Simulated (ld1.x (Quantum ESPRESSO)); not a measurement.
# A TM potential for gallium, from input to tests

Aim: build the potential from the settings below, then test how well it stands in for the atom: other configurations, scattering, ghost states and the plane-wave cutoff that it needs.

Method: ld1.x (Quantum ESPRESSO) 7.5, LDA (PW92), scalar-relativistic.

### 1 The atom and the settings

The settings as typed:

- element: gallium (Ga, Z = 31)
- type: norm-conserving Troullier–Martins (Kleinman–Bylander form)
- frozen core: [Ar]
- valence charge: 13
- reference configuration: 3d10 4s2 4p1
- partial waves: 4s (bound): rc 1.50 bohr; 4p (bound): rc 2.65 bohr; 3d (bound): rc 1.20 bohr
- local potential: the d channel
- core correction: Bessel-smoothed model core inside 0.95 bohr

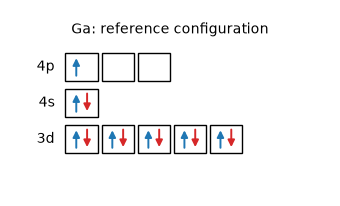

The outer shells as boxes. The arrows follow Hund's rule for the drawing; the calculation itself is spin-unpolarised.

### 2 Generating the potential

Ga.in

```
 &input
   title='Ga', zed=31., rel=1, dft='PW', iswitch=3,
   config='[Ar] 3d10 4s2 4p1',
   nld=3, rlderiv=2.90, eminld=-3.0, emaxld=5.0, deld=0.02
 /
 &inputp
   pseudotype=2, tm=.true., lloc=2,
   nlcc=.true., new_core_ps=.true., rcore=0.95,
   file_pseudopw='Ga.UPF', file_wfcaegen='ae.wfc', file_wfcncgen='nc.wfc', file_beta='beta', file_chi='chi'
 /
3
4S  1  0   2.00   0.00  1.50  1.50  0.0
4P  2  1   1.00   0.00  2.65  2.65  0.0
3D  3  2  10.00   0.00  1.20  1.20  0.0
 &test
   configts(1)='3d10 4s2 4p1'
 /
```

On the command line:

```bash
$ ld1.x < Ga.in > Ga.out
```

What the program wrote to Ga.out (without the banner and most projector matrices):

```text
     Program LD1 v.7.5
     --------------------------- All-electron run ----------------------------

     Ga
     scalar relativistic calculation

     atomic number is 31.00
     dft =PW   lsd =0 sic =0 latt =0  beta=0.20 tr2=1.0E-14
     Exchange-correlation= PW
                           (   1   4   0   0   0   0   0)
     mesh =1205 r(mesh) = 101.09016 a.u. xmin = -7.00 dx = 0.01250
     1 Ry =  13.60569312 eV, c = 137.03599908

     n l     nl                  e(Ry)          e(Ha)          e(eV)
     1 0     1S 1( 2.00)      -750.4709      -375.2355    -10210.6771
     2 0     2S 1( 2.00)       -92.6127       -46.3063     -1260.0596
     2 1     2P 1( 6.00)       -80.7168       -40.3584     -1098.2081
     3 0     3S 1( 2.00)       -10.8363        -5.4181      -147.4352
     3 1     3P 1( 6.00)        -7.2513        -3.6257       -98.6593
     3 2     3D 1(10.00)        -1.4264        -0.7132       -19.4071
     4 0     4S 1( 2.00)        -0.6740        -0.3370        -9.1703
     4 1     4P 1( 1.00)        -0.2009        -0.1004        -2.7331

     final scf error:  1.6E-15 reached in  29 iterations

     Etot =   -3882.243583 Ry,   -1941.121791 Ha,  -52820.614817 eV

     Ekin =    3946.704062 Ry,    1973.352031 Ha,   53697.644309 eV
     Encl =   -9361.625946 Ry,   -4680.812973 Ha, -127371.409759 eV
     Eh   =    1677.888875 Ry,     838.944438 Ha,   22828.841128 eV
     Exc  =    -145.210573 Ry,     -72.605287 Ha,   -1975.690495 eV

     normalization and overlap integrals

     s(1S/1S) =  1.000000  <r> =   0.0487  <r2> =    0.0032  r(max) =   0.0319
     s(2S/2S) =  1.000000  <r> =   0.2182  <r2> =    0.0562  r(max) =   0.1833
     s(2P/2P) =  1.000000  <r> =   0.1909  <r2> =    0.0447  r(max) =   0.1464
     s(3S/3S) =  1.000000  <r> =   0.6531  <r2> =    0.4929  r(max) =   0.5647
     s(3P/3P) =  1.000000  <r> =   0.6800  <r2> =    0.5460  r(max) =   0.5647
     s(3D/3D) =  1.000000  <r> =   0.8111  <r2> =    0.8645  r(max) =   0.5305
     s(4S/4S) =  1.000000  <r> =   2.3302  <r2> =    6.3244  r(max) =   1.8748
     s(4P/4P) =  1.000000  <r> =   3.3751  <r2> =   13.7520  r(max) =   2.5307

     ------------------------ End of All-electron run ------------------------

     --------------------- Generating NC pseudopotential ---------------------

      Generating local pot.: lloc=2, matching radius rcloc =   1.2000

      Computing core charge for nlcc:

       r > 0.95 : true rho core
      Core charge pseudized with two Bessel functions
      Integrated core pseudo-charge :   9.51

      Wfc   4S  rcut= 1.516  Using Troullier-Martins method

      Wfc   4P  rcut= 2.627  Using Troullier-Martins method

     ------------------- End of pseudopotential generation -------------------

     [... the all-electron block is printed once more ...]


     Computing logarithmic derivative in   2.88574
     Computing logarithmic derivative in   2.88574
     Computing the partial wave expansion
     R is outside the sphere for l=    0 j= 0.00
     R is outside the sphere for l=    1 j= 0.00
       no projector for channel:   2

     ---------------------- Testing the pseudopotential ----------------------

     Ga
     scalar relativistic calculation

     atomic number is 31.00   valence charge is 13.00
     dft =PW   lsd =0 sic =0 latt =0  beta=0.20 tr2=1.0E-14
     mesh =1205 r(mesh) = 101.09016 xmin = -7.00 dx = 0.01250

     n l     nl             e AE (Ry)        e PS (Ry)    De AE-PS (Ry)
     3 2     3D   1(10.00)       -1.42640       -1.42641        0.00001
     1 0     4S   1( 2.00)       -0.67400       -0.67400        0.00000
     2 1     4P   1( 1.00)       -0.20088       -0.20088        0.00000

     eps = 4.6E-15  iter = 24

     Etot =   -3882.243583 Ry,   -1941.121791 Ha,  -52820.614817 eV
     Etotps =  -173.961676 Ry,     -86.980838 Ha,   -2366.869184 eV

     Ekin =     199.801604 Ry,      99.900802 Ha,    2718.439305 eV
     Encl =    -465.620724 Ry,    -232.810362 Ha,   -6335.092689 eV
     Ehrt =     140.049275 Ry,      70.024637 Ha,    1905.467457 eV
     Ecxc =     -49.954705 Ry,     -24.977353 Ha,    -679.668392 eV
     (Ecc =     -21.371129 Ry,     -10.685565 Ha,    -290.769023 eV)
     Epseu=       1.762875 Ry,       0.881437 Ha,      23.985135 eV

     ---------------------- End of pseudopotential test ----------------------
```

Wall time 2.4 s (1 thread of Neoverse-V1, shared host). This counts the later configuration tests of the new file too.

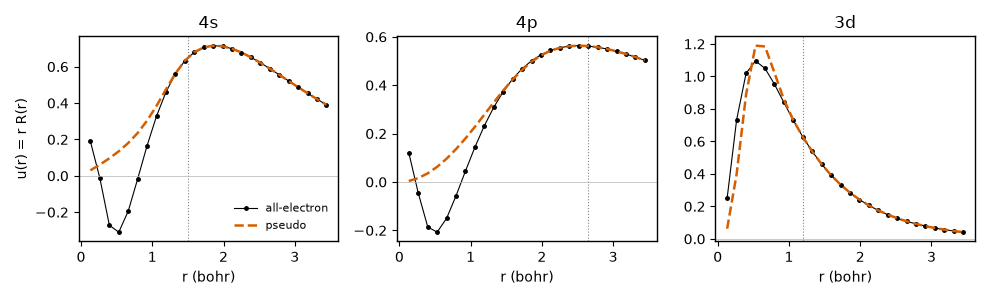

Bound waves of the atom and their pseudo partners (4s, 4p, 3d), with the matching radii dotted. The curves join 26 sampled radii, too few to resolve the innermost nodes.

### 3 Transferability test

Ga.test.in

```
 &input
   title='Ga', zed=31., rel=1, dft='PW', iswitch=2,
   config='[Ar] 3d10 4s2 4p1'
 /
 &test
   file_pseudo='Ga.UPF', nconf=10,
   configts(1)='3d10 4s2 4p1',
   configts(2)='3d10 4s2 4p0',
   configts(3)='3d10 4s1 4p0',
   configts(4)='3d10 4s0 4p0',
   configts(5)='3d10 4s1 4p1',
   configts(6)='3d9 4s2 4p1',
   configts(7)='3d9 4s2 4p2',
   configts(8)='3d10 4s0 4p3',
   configts(9)='3d10 4s2 4p1', lsdts(9)=1,
   configts(10)='3d10 4s1 4p0', lsdts(10)=1
 /
```

On the command line:

```bash
$ ld1.x < Ga.test.in > Ga.test.out
```

Ga.test.out, the pseudopotential blocks, each with the warnings that came before it:

```text
     ---------------------- Testing the pseudopotential ----------------------

     Ga
     scalar relativistic calculation

     atomic number is 31.00   valence charge is 13.00
     dft =PW   lsd =0 sic =0 latt =0  beta=0.20 tr2=1.0E-14
     mesh =1205 r(mesh) = 101.09016 xmin = -7.00 dx = 0.01250

     n l     nl             e AE (Ry)        e PS (Ry)    De AE-PS (Ry)
     3 2     3D   1(10.00)       -1.42640       -1.42641        0.00001
     1 0     4S   1( 2.00)       -0.67400       -0.67400        0.00000
     2 1     4P   1( 1.00)       -0.20088       -0.20088        0.00000

     eps = 4.7E-15  iter = 24

     Etot =   -3882.243583 Ry,   -1941.121791 Ha,  -52820.614817 eV
     Etotps =  -173.961676 Ry,     -86.980838 Ha,   -2366.869184 eV

     Ekin =     199.801604 Ry,      99.900802 Ha,    2718.439305 eV
     Encl =    -465.620724 Ry,    -232.810362 Ha,   -6335.092689 eV
     Ehrt =     140.049275 Ry,      70.024637 Ha,    1905.467457 eV
     Ecxc =     -49.954705 Ry,     -24.977353 Ha,    -679.668392 eV
     (Ecc =     -21.371129 Ry,     -10.685565 Ha,    -290.769023 eV)
     Epseu=       1.762875 Ry,       0.881437 Ha,      23.985135 eV

     ---------------------- End of pseudopotential test ----------------------

     ---------------------- Testing the pseudopotential ----------------------

     Ga
     [...]
     n l     nl             e AE (Ry)        e PS (Ry)    De AE-PS (Ry)
     3 2     3D   1(10.00)       -2.04010       -2.03699       -0.00311
     1 0     4S   1( 2.00)       -1.22402       -1.22424        0.00022
     2 1     4P   1( 0.00)       -0.68347       -0.68372        0.00025

     eps = 7.2E-15  iter = 27

     Etot =   -3881.811222 Ry,   -1940.905611 Ha,  -52814.732244 eV
     Etotps =  -173.529195 Ry,     -86.764597 Ha,   -2360.984969 eV
     dEtot_ae =       0.432361 Ry
     dEtot_ps =       0.432482 Ry,   Delta E=      -0.000121 Ry

     [...]
     ---------------------- End of pseudopotential test ----------------------

     ---------------------- Testing the pseudopotential ----------------------

     Ga
     [...]
     n l     nl             e AE (Ry)        e PS (Ry)    De AE-PS (Ry)
     3 2     3D   1(10.00)       -2.92098       -2.91260       -0.00839  !
     1 0     4S   1( 1.00)       -1.94570       -1.94714        0.00145
     2 1     4P   1( 0.00)       -1.32541       -1.32734        0.00193

     eps = 4.4E-15  iter = 16

     Etot =   -3880.231156 Ry,   -1940.115578 Ha,  -52793.234354 eV
     Etotps =  -171.948293 Ry,     -85.974146 Ha,   -2339.475704 eV
     dEtot_ae =       2.012427 Ry
     dEtot_ps =       2.013384 Ry,   Delta E=      -0.000957 Ry

     [...]
     ---------------------- End of pseudopotential test ----------------------

     Warning: n=2, l=1 expected 0 nodes, found 1
     ---------------------- Testing the pseudopotential ----------------------

     Ga
     [...]
     n l     nl             e AE (Ry)        e PS (Ry)    De AE-PS (Ry)
     3 2     3D   1(10.00)       -3.88444       -3.87339       -0.01105  !
     1 0     4S   1( 0.00)       -2.69761       -2.70441        0.00679  !
     2 1     4P   1( 0.00)       -1.99689       -2.02867        0.03178  !

     eps = 3.4E-15  iter = 13

     Etot =   -3877.908883 Ry,   -1938.954442 Ha,  -52761.638227 eV
     Etotps =  -169.622324 Ry,     -84.811162 Ha,   -2307.829281 eV
     dEtot_ae =       4.334699 Ry
     dEtot_ps =       4.339353 Ry,   Delta E=      -0.004653 Ry

     [...]
     ---------------------- End of pseudopotential test ----------------------

     ---------------------- Testing the pseudopotential ----------------------

     Ga
     [...]
     n l     nl             e AE (Ry)        e PS (Ry)    De AE-PS (Ry)
     3 2     3D   1(10.00)       -2.17277       -2.16867       -0.00410
     1 0     4S   1( 1.00)       -1.30447       -1.30436       -0.00012
     2 1     4P   1( 1.00)       -0.74925       -0.74942        0.00017

     eps = 8.2E-15  iter = 18

     Etot =   -3881.263599 Ry,   -1940.631799 Ha,  -52807.281452 eV
     Etotps =  -172.981689 Ry,     -86.490845 Ha,   -2353.535778 eV
     dEtot_ae =       0.979984 Ry
     dEtot_ps =       0.979987 Ry,   Delta E=      -0.000003 Ry

     [...]
     ---------------------- End of pseudopotential test ----------------------

     BEWARE! Errors in PS-KS equations
     Warning: n=1, l=0 expected 0 nodes, found 1
     Warning: n=3, l=2 expected 0 nodes, found 1
     ---------------------- Testing the pseudopotential ----------------------

     Ga
     [...]
     n l     nl             e AE (Ry)        e PS (Ry)    De AE-PS (Ry)
     3 2     3D   1( 9.00)       -2.73472       -0.00000       -2.73472  !
     1 0     4S   1( 2.00)       -1.44002       -0.00000       -1.44002  !
     2 1     4P   1( 1.00)       -0.83263       -0.00000       -0.83263  !

     eps = 4.4E-15  iter =106

     Etot =   -3880.187678 Ry,   -1940.093839 Ha,  -52792.642805 eV
     Etotps =   -53.524195 Ry,     -26.762097 Ha,    -728.233770 eV
     dEtot_ae =       2.055905 Ry
     dEtot_ps =     120.437482 Ry,   Delta E=    -118.381577 Ry

     [...]
     ---------------------- End of pseudopotential test ----------------------

     ---------------------- Testing the pseudopotential ----------------------

     Ga
     [...]
     n l     nl             e AE (Ry)        e PS (Ry)    De AE-PS (Ry)
     3 2     3D   1( 9.00)       -2.08087       -2.12704        0.04617  !
     1 0     4S   1( 2.00)       -0.84925       -0.84726       -0.00199
     2 1     4P   1( 2.00)       -0.29633       -0.29373       -0.00259

     eps = 9.8E-15  iter = 25

     Etot =   -3880.743164 Ry,   -1940.371582 Ha,  -52800.200575 eV
     Etotps =  -172.438346 Ry,     -86.219173 Ha,   -2346.143213 eV
     dEtot_ae =       1.500419 Ry
     dEtot_ps =       1.523331 Ry,   Delta E=      -0.022912 Ry

     [...]
     ---------------------- End of pseudopotential test ----------------------

     ---------------------- Testing the pseudopotential ----------------------

     Ga
     [...]
     n l     nl             e AE (Ry)        e PS (Ry)    De AE-PS (Ry)
     3 2     3D   1(10.00)       -1.68649       -1.68462       -0.00187
     1 0     4S   1( 0.00)       -0.82502       -0.82445       -0.00058
     2 1     4P   1( 3.00)       -0.30475       -0.30459       -0.00016

     eps = 2.1E-15  iter = 23

     Etot =   -3881.247913 Ry,   -1940.623956 Ha,  -52807.068037 eV
     Etotps =  -172.966323 Ry,     -86.483162 Ha,   -2353.326718 eV
     dEtot_ae =       0.995670 Ry
     dEtot_ps =       0.995353 Ry,   Delta E=       0.000317 Ry

     [...]
     ---------------------- End of pseudopotential test ----------------------

     ---------------------- Testing the pseudopotential ----------------------

     Ga
     [...]
     n l     nl             e AE (Ry)        e PS (Ry)    De AE-PS (Ry)
     3 2     3D   1( 5.00)       -1.42402       -1.42386       -0.00017
     1 0     4S   1( 1.00)       -0.69006       -0.69013        0.00007
     2 1     4P   1( 1.00)       -0.21751       -0.21751        0.00000
     3 2     3D   2( 5.00)       -1.41909       -1.41939        0.00030
     1 0     4S   2( 1.00)       -0.64794       -0.64791       -0.00004
     2 1     4P   2( 0.00)       -0.17458       -0.17460        0.00001

     eps = 3.3E-15  iter = 22

     Etot =   -3882.254219 Ry,   -1941.127110 Ha,  -52820.759536 eV
     Etotps =  -173.972310 Ry,     -86.986155 Ha,   -2367.013864 eV
     dEtot_ae =      -0.010637 Ry
     dEtot_ps =      -0.010634 Ry,   Delta E=      -0.000003 Ry

     [...]
     ---------------------- End of pseudopotential test ----------------------

     ---------------------- Testing the pseudopotential ----------------------

     Ga
     [...]
     n l     nl             e AE (Ry)        e PS (Ry)    De AE-PS (Ry)
     3 2     3D   1( 5.00)       -2.92573       -2.91750       -0.00823  !
     1 0     4S   1( 1.00)       -1.98588       -1.98737        0.00149
     2 1     4P   1( 0.00)       -1.36218       -1.36417        0.00199
     3 2     3D   2( 5.00)       -2.90838       -2.90063       -0.00776  !
     1 0     4S   2( 0.00)       -1.88767       -1.88964        0.00196
     2 1     4P   2( 0.00)       -1.27027       -1.27265        0.00238

     eps = 5.3E-15  iter = 16

     Etot =   -3880.255226 Ry,   -1940.127613 Ha,  -52793.561837 eV
     Etotps =  -171.972263 Ry,     -85.986132 Ha,   -2339.801836 eV
     dEtot_ae =       1.988357 Ry
     dEtot_ps =       1.989413 Ry,   Delta E=      -0.001056 Ry

     [...]
     ---------------------- End of pseudopotential test ----------------------
```

1 test gave no usable energy difference (3d9 4s2 4p1).

The tests as a table, with energies relative to 3d10 4s2 4p1. Spin-polarised rows fill open shells by Hund's rule and count from the unpolarised reference. A star marks tests that logged a warning.

```csv
valence configuration,charge,ΔE all-electron (eV),error AE − PS (meV)
3d10 4s2 4p0,+1,5.883,-1.6
3d10 4s1 4p0,+2,27.380,-13
3d10 4s0 4p0 *,+3,58.977,-63
3d10 4s1 4p1,+1,13.333,0.0
3d9 4s2 4p2,0,20.414,-312
3d10 4s0 4p3,0,13.547,+4.3
3d10 4s2 4p1 (spin-polarised),0,-0.145,0.0
3d10 4s1 4p0 (spin-polarised),+2,27.053,-14
```

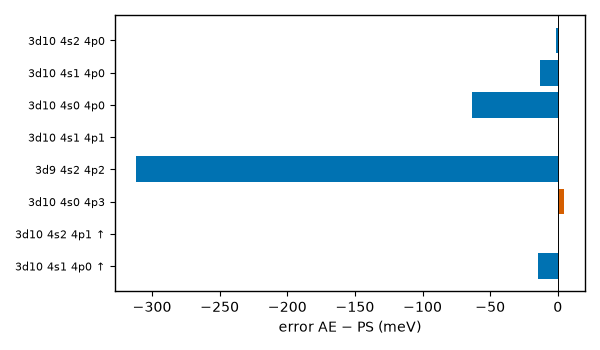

Error of the potential in each test configuration; ↑ marks spin-polarised tests.

### 4 Scattering by logarithmic derivatives

Taken from the files of the generation run. The phase is arctan(r·u′/u) with u = r·R, unwrapped, with energies in Ry. A pole is an energy at which the radial function vanishes at the test radius. The pseudo phase is shifted by a multiple of π to meet the all-electron one at the reference energy. Levels narrower than the energy grid can be missing from the poles. The last column is the largest difference on the grid between −1 and +1 Ry.

| channel | radius (bohr) | reference (Ry) | poles AE | poles PS | window around the reference with phases within 0.05 rad (Ry) | largest difference near zero (rad) |
| --- | --- | --- | --- | --- | --- | --- |
| s | 2.89 | -0.67 | 0.03 | 0.02, 4.19 | below 1.6 | 0.009 |
| p | 2.89 | -0.20 | 0.99 | 0.97 | below 2.6 | 0.003 |
| d | 2.89 | -1.43 | -1.41, 2.72 | -1.41, 2.85 | below 0.7 | 0.065 |

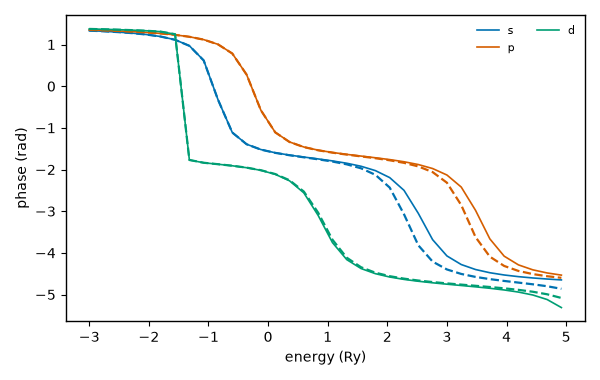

Phases by channel: all-electron solid, pseudo dashed.

### 5 Plane-wave convergence, by spherical Bessel functions

This step uses the generator's waves and projectors in a separate script. Basis: spherical Bessel functions vanishing at 20 bohr, q² up to the cutoff; potential fixed at the reference.

All-electron valence levels (Ry): 4s -0.6740, 4p -0.2009, 3d -1.4264. The lowest levels of each channel (Ry) by cutoff; the last column sums, over occupied levels, occupation times the distance from the level at 400 Ry. A positive value at high cutoff is not a bound level.

| cutoff (Ry) | s #1 | s #2 | p #1 | p #2 | d #1 | f #1 | Σ f·Δε (mRy) |
| --- | --- | --- | --- | --- | --- | --- | --- |
| 8 | -0.6530 | -0.0285 | -0.2002 | 0.0272 | 0.0495 | 0.1046 | 14801.6 |
| 18 | -8.1034 | -0.6618 | -0.2009 | 0.0272 | 0.0488 | 0.1046 | 14777.0 |
| 35 | -17.9906 | -0.6730 | -2.3435 | -0.2009 | 0.0478 | 0.1046 | 14743.7 |
| 55 | -22.4284 | -0.6735 | -6.0973 | -0.2009 | 0.0075 | 0.1046 | 14339.7 |
| 90 | -24.3160 | -0.6739 | -8.9448 | -0.2009 | -0.9796 | 0.1046 | 4468.4 |
| 140 | -24.5666 | -0.6740 | -9.6402 | -0.2009 | -1.4067 | 0.1046 | 197.1 |
| 180 | -24.5689 | -0.6740 | -9.6582 | -0.2009 | -1.4255 | 0.1046 | 8.7 |
| 230 | -24.5715 | -0.6740 | -9.6595 | -0.2009 | -1.4260 | 0.1046 | 4.5 |
| 400 | -24.5726 | -0.6740 | -9.6607 | -0.2009 | -1.4264 | 0.1046 | 0.0 |

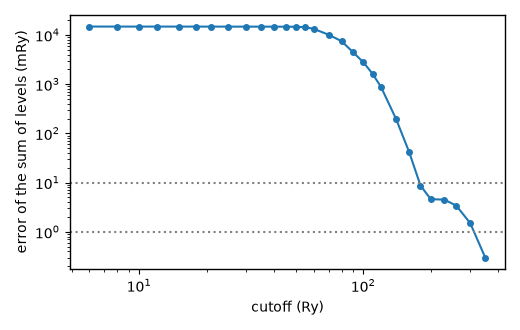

Occupation-weighted error of the valence levels against the cutoff; the dotted lines mark 10 and 1 mRy.

The sum stays within 10 mRy from 180 Ry and within 1 mRy only somewhere over 300 Ry. The sum leaves out empty levels, which can need more. Ghost test: ghost states, bound below the all-electron valence or empty levels of the same l: s at -334.3 eV, p at -131.4 eV.

### 6 What came out

```
                                                quantity                                        value
               cutoffs for 10 and 1 mRy, occupied levels                       180 Ry and over 300 Ry
                                            bound ghosts             s at -334.33 eV, p at -131.44 eV
         largest test error (AE − PS), unpolarised tests  -312 meV, for 3d9 4s2 4p2 (1 test unsolved)
largest phase difference near zero energy, channels read                                    0.065 rad
```

In words: It has a bound ghost (s, p), a state that the atom doesn't have, and that rules the file out. By total energies transferability is poor: the largest error is 312 meV on 20.4 eV, for 3d9 4s2 4p2. Of the tests 1 gave no usable energy difference, which is a warning in itself. It counts as very hard, with 180 Ry needed at the looser tolerance. The tighter tolerance needs over 300 Ry, and converged work needs a cutoff nearer that. The slowest occupied level is 3d: taken alone it needs 180 Ry to come within 1 mRy, against 40 Ry for 4s. Near zero energy the largest phase difference among the channels read is 0.07 rad, in the d channel.
